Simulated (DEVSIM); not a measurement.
System: illuminated Si p-on-n cell, one wavelength, with a back-surface field, at 300 K.

```
layer (left to right)  material  thickness (μm)  Nd (cm⁻³)  Na (cm⁻³)  τn (s)  τp (s)  absorption coefficient (cm⁻¹)
---------------------  --------  --------------  ---------  ---------  ------  ------  -----------------------------
1                            Si           0.110          -     1.1e18  2.8e-9  4.6e-9                            310
2                            Si            41.0     4.8e16          -  2.3e-7  2.3e-7                            310
3                            Si            1.00     1.4e18          -  2.3e-7  6.9e-6                            310
```

Left contact: ohmic, minority electron recombination velocity 5e6 cm/s. Right contact: ohmic, minority hole recombination velocity 30 cm/s. Voltage is applied to the left contact. Recombination: SRH at mid-gap, radiative, Auger. Light enters at the left, 2.3e18 photons cm⁻² s⁻¹, one pass, no reflection. Mobility is μmin + (μ − μmin)/(1 + (N/Nref)^α).

The device is made up for the run: typed textbook-type constants, with dimensions and the other settings drawn at random. Values at 300 K.

```csv
parameter,Si
gap (eV),1.124
affinity (eV),4.05
permittivity,11.7
Nc (cm⁻³),2.86e19
Nv (cm⁻³),3.1e19
μn (cm²/Vs),1417
μp (cm²/Vs),470
"μn,min",52
"μp,min",45
"Nref,n",9.7e16
"Nref,p",2.2e17
αn,0.68
αp,0.72
B (cm³/s),4.7e-15
Cn (cm⁶/s),2.8e-31
Cp (cm⁶/s),9.9e-32
```

Model (solved in DEVSIM): 1D drift-diffusion, Boltzmann statistics, complete ionisation; no tunnelling, impact ionisation, image-force lowering or self-heating.

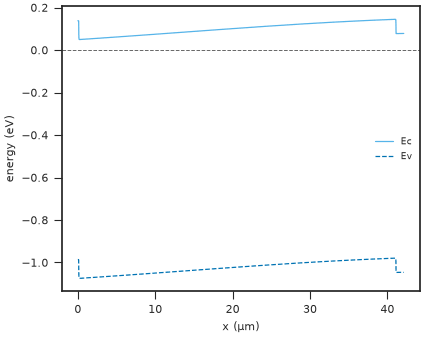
*Band edges at 0.9 V on the left contact, in the dark*

Energies count from the Fermi level of the right contact; mesh points crowd at the junctions.

| x (μm) | Ec (eV) | Ev (eV) | n (cm⁻³) | p (cm⁻³) | field (V/cm) |
|---|---|---|---|---|---|
| 0.000 | 0.138 | -0.986 | 3.1e14 | 1.1e18 | 25 |
| 0.03317 | 0.138 | -0.986 | 1.1e15 | 1.1e18 | ≈ 0 |
| 0.07840 | 0.138 | -0.986 | 2.1e15 | 1.1e18 | -17 |
| 0.1100 | 0.112 | -1.012 | 7.4e15 | 4.0e17 | -57000 |
| 0.1746 | 0.050 | -1.074 | 8.3e16 | 3.6e16 | -220 |
| 0.3315 | 0.050 | -1.074 | 8.4e16 | 3.6e16 | 24 |
| 0.7392 | 0.051 | -1.073 | 8.3e16 | 3.5e16 | 24 |
| 2.594 | 0.055 | -1.069 | 8.1e16 | 3.3e16 | 25 |
| 7.038 | 0.067 | -1.058 | 7.8e16 | 3.0e16 | 26 |
| 18.58 | 0.097 | -1.027 | 7.4e16 | 2.6e16 | 26 |
| 32.77 | 0.131 | -0.993 | 8.5e16 | 3.7e16 | 20 |
| 38.86 | 0.141 | -0.983 | 9.8e16 | 5.0e16 | 15 |
| 40.31 | 0.143 | -0.981 | 1.0e17 | 5.4e16 | 14 |
| 40.83 | 0.144 | -0.980 | 1.0e17 | 5.5e16 | 14 |
| 41.05 | 0.144 | -0.980 | 1.0e17 | 5.6e16 | -150 |
| 41.10 | 0.117 | -1.007 | 3.0e17 | 2.0e16 | -29000 |
| 41.14 | 0.077 | -1.047 | 1.4e18 | 4.2e15 | -18 |
| 41.22 | 0.077 | -1.047 | 1.4e18 | 4.2e15 | ≈ 0 |
| 41.57 | 0.078 | -1.046 | 1.4e18 | 4.2e15 | ≈ 0 |
| 41.91 | 0.078 | -1.046 | 1.4e18 | 4.2e15 | ≈ 0 |
| 42.05 | 0.078 | -1.046 | 1.4e18 | 4.2e15 | ≈ 0 |
| 42.11 | 0.078 | -1.046 | 1.4e18 | 4.3e15 | 230 |
